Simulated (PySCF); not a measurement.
# C$_{4}$H$_{4}$ (SMILES [CH2][C+]=C=C) (charge +1, doublet): what the fields show

```yaml
atoms:
  - { symbol: C, position_ang: [1.9201, -0.3033, 0.3216] }
  - { symbol: C, position_ang: [0.6231, -0.0946, 0.1086] }
  - { symbol: C, position_ang: [-0.6141, 0.1042, -0.0936] }
  - { symbol: C, position_ang: [-1.9111, 0.3131, -0.3061] }
  - { symbol: H, position_ang: [2.2911, -0.5773, 1.3201] }
  - { symbol: H, position_ang: [2.6495, -0.2063, -0.4958] }
  - { symbol: H, position_ang: [-2.2518, 1.1299, -0.9592] }
  - { symbol: H, position_ang: [-2.6710, -0.3263, 0.1665] }
```

Geometry: PBE0-D3(BJ)/ma-def2-SVP.

Method: DFT single point, gas phase, functional wB97X in PySCF.

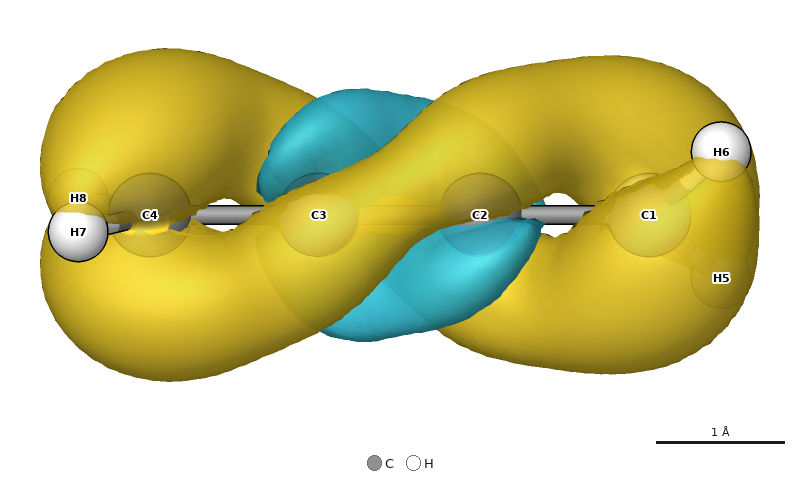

Figure 1. Isosurfaces of the spin density at +0.02 (yellow) and −0.02 e/Å³ (cyan), seen from one side.

Q: Where is the unpaired spin?

A: The unpaired spin (1 electron) lies mostly on C1 (about 0.3), C4 (about 0.3), C2 (about 0.2) and C3 (about 0.2), in electrons by Hirshfeld's partition.

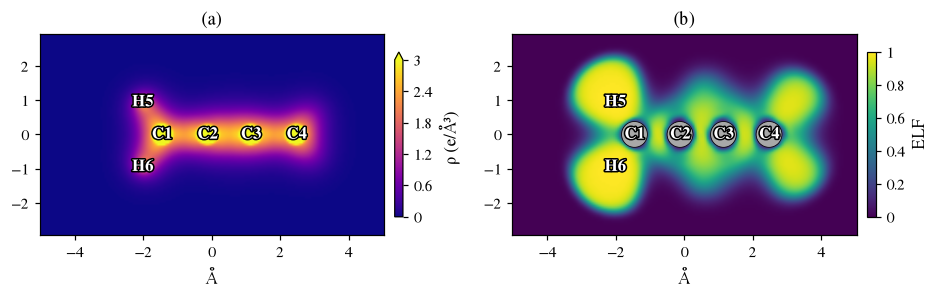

Figure 2. (a) electron density; (b) electron localisation function on the plane of atoms H5, C1 and H6. Grey discs cover the atomic cores in the ELF map.

Q: Describe what can be read from this map.

A: The plane passes through C and H nuclei. C–C (1.27 Å): ρ is about 2.5 e/Å³ halfway; the ELF peaks at about 0.90 between the atoms; a multiple bond. C–H (1.10 Å): the density is about 2.1 e/Å³ at the midpoint; the ELF climbs to about 1 towards the hydrogen, as it does in any bond to H; a covalent bond by its length. C–C (1.33 Å): the density is about 2.4 e/Å³ at the midpoint; the ELF peaks at about 0.95 between the atoms: a multiple bond.

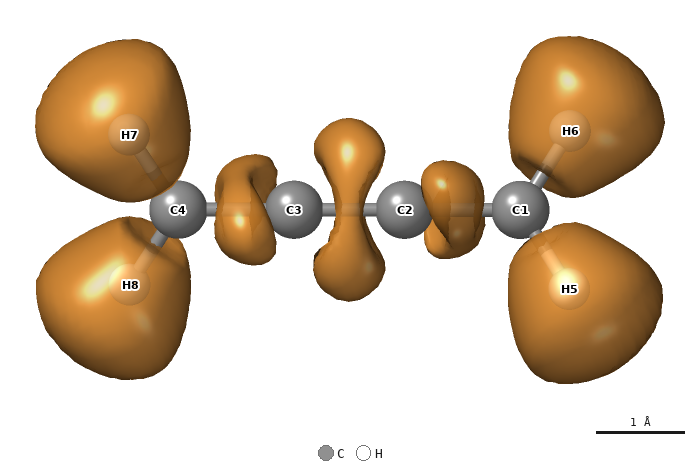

Figure 3. Isosurface of the ELF at 0.8 (orange), seen at a tilt. Only the valence region is drawn (cores and ρ < 0.01 e/Å³ removed).

Q: What do the ELF domains correspond to?

A: At this value the surface marks out three regions between bonded C–C atoms (shared pairs) and four regions around hydrogen nuclei.
